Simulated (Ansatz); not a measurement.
# F2H2OSi···NH3: what the fields show

```json
{"atom": "Si", "x (Å)": "-0.8302", "y (Å)": "-0.0711", "z (Å)": "0.0066"}
{"atom": "N", "x (Å)": "1.2291", "y (Å)": "-0.1453", "z (Å)": "-0.5290"}
{"atom": "F", "x (Å)": "-0.6737", "y (Å)": "-1.6719", "z (Å)": "0.0253"}
{"atom": "F", "x (Å)": "-2.3937", "y (Å)": "-0.0101", "z (Å)": "0.4616"}
{"atom": "H", "x (Å)": "-0.9896", "y (Å)": "0.5460", "z (Å)": "-1.3264"}
{"atom": "H", "x (Å)": "1.5921", "y (Å)": "0.7902", "z (Å)": "-0.6725"}
{"atom": "O", "x (Å)": "-0.1910", "y (Å)": "0.7719", "z (Å)": "1.2771"}
{"atom": "H", "x (Å)": "1.3835", "y (Å)": "-0.6924", "z (Å)": "-1.3681"}
{"atom": "H", "x (Å)": "1.7471", "y (Å)": "-0.5688", "z (Å)": "0.2335"}
{"atom": "H", "x (Å)": "-0.8735", "y (Å)": "1.0512", "z (Å)": "1.8918"}
```

The product side of a reaction path; geometry: PBE0-D4/def2-TZVP.

These are results of RKS PBE0-D4/def2-TZVPP in Ansatz 0.2.0, not measurements.

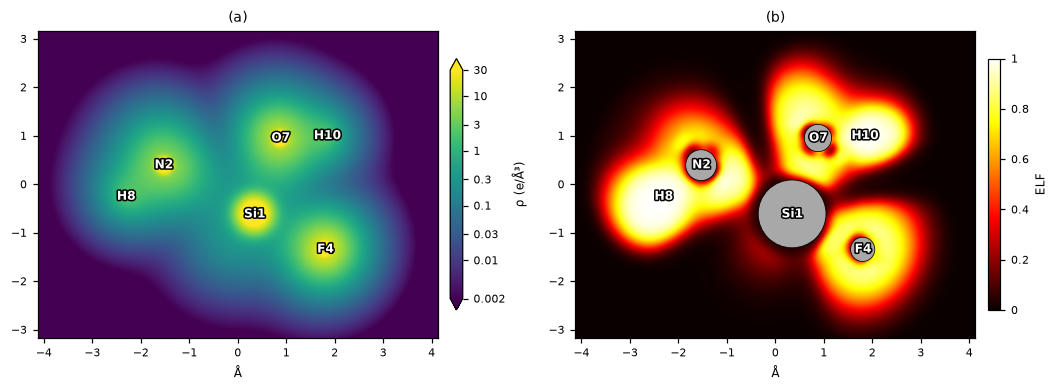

Figure 1. (a) total electron density; (b) electron localisation function on the plane of atoms F4, Si1 and O7. Grey discs cover the atomic cores in the ELF map.

What do the fields say about this system?

Answer. The plane passes through Si, N, F, O and H nuclei. Si1···N2 (2.13 Å): the density falls to about 0.38 e/Å³ on the way; the ELF peaks at about 0.95 in the valence shell of N, 0.7 Å from its nucleus, and is about 0.75 at the midpoint. Si–F (1.63 Å): ρ is about 1.1 e/Å³ halfway; the ELF peaks at about 0.85 in the valence shell of F, 0.6 Å from its nucleus, and is about 0.45 at the midpoint. Si–O (1.65 Å): ρ is about 1.2 e/Å³ halfway; the ELF peaks at about 0.90 between the atoms, as expected for a polar covalent bond. O–H (0.96 Å): the density is about 3.8 e/Å³ at the midpoint; the ELF climbs to about 1 towards the hydrogen, as it does in any bond to H (a covalent bond by its length). N–H (1.01 Å): ρ is about 2.9 e/Å³ halfway; the ELF climbs to about 1 towards the hydrogen; a covalent bond by its length. The ELF also peaks beside F4 and O7, away from the bonds: lone-pair regions.

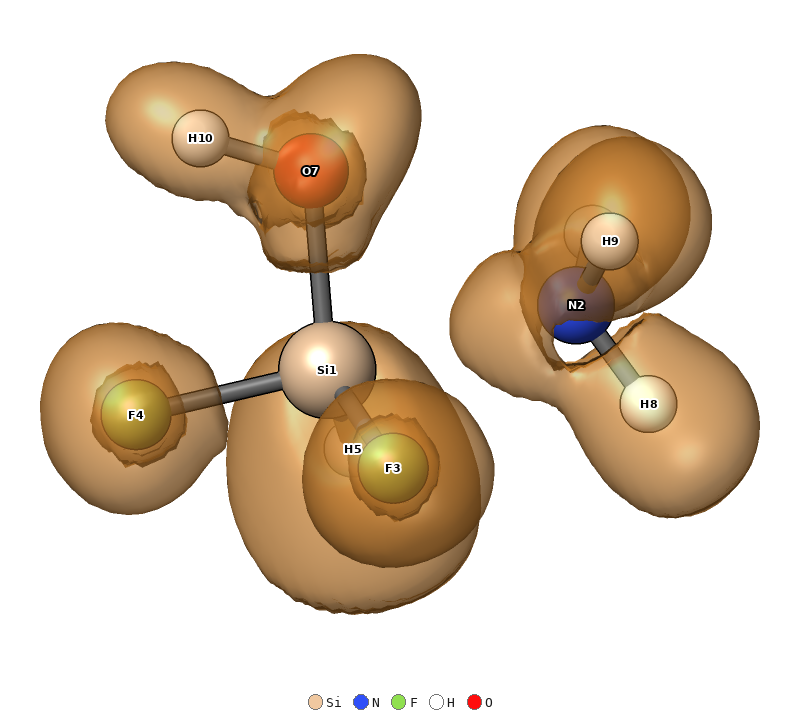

Figure 2. Isosurface of the electron localisation function at 0.75 (orange), seen across its widest extent. Only the valence region is drawn (cores and ρ < 0.01 e/Å³ removed).

Identify the bonds, lone pairs and shells in this picture.

Answer. The ELF exceeds this value in one region around a hydrogen nucleus, two regions wrapped around F (its lone pairs, merged into a ring or cap), one joined region spread over several atoms (H, N), in which their bonds and any lone pairs are merged and one joined region spread over several atoms (H, O), in which their bonds and any lone pairs are merged. Along the contacts the grid gives the following. Si–F (1.61 Å): the ELF peaks at about 0.85 in the valence shell of F, 0.6 Å from its nucleus, and is about 0.40 at the midpoint.

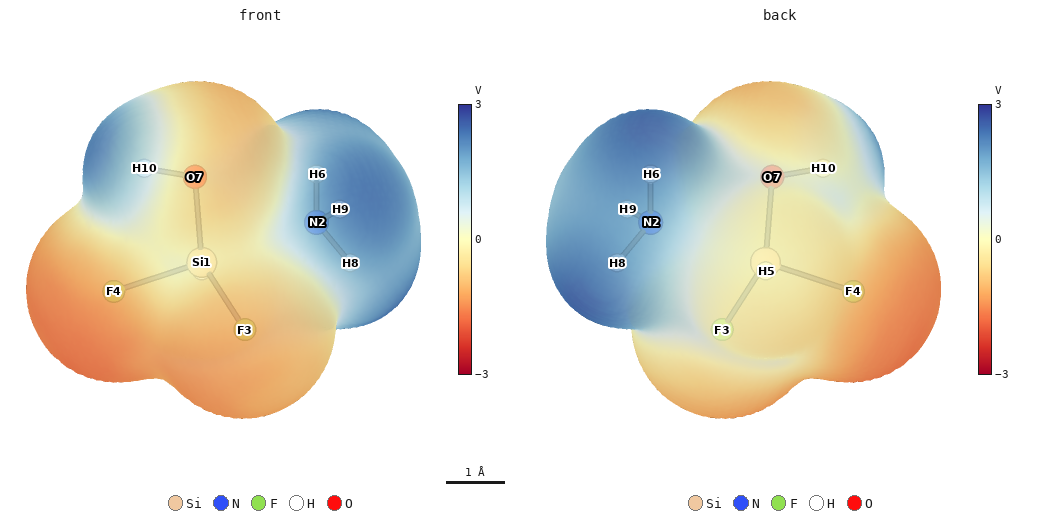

Figure 3. The molecular electrostatic potential painted on the density surface at 0.002 e/bohr³, seen from the front and from behind; the colour scale runs from red (negative) to blue (positive).

Which sites attract a positive test charge, and which a negative one?

Answer. A positive charge is drawn to the negative regions and a negative charge to the positive ones. The most negative region (about −1.7 V, or −39 kcal/mol for a unit charge) lies over F4, the most positive (about +2.6 V, or +60 kcal/mol for a unit charge) over H6 and H8.
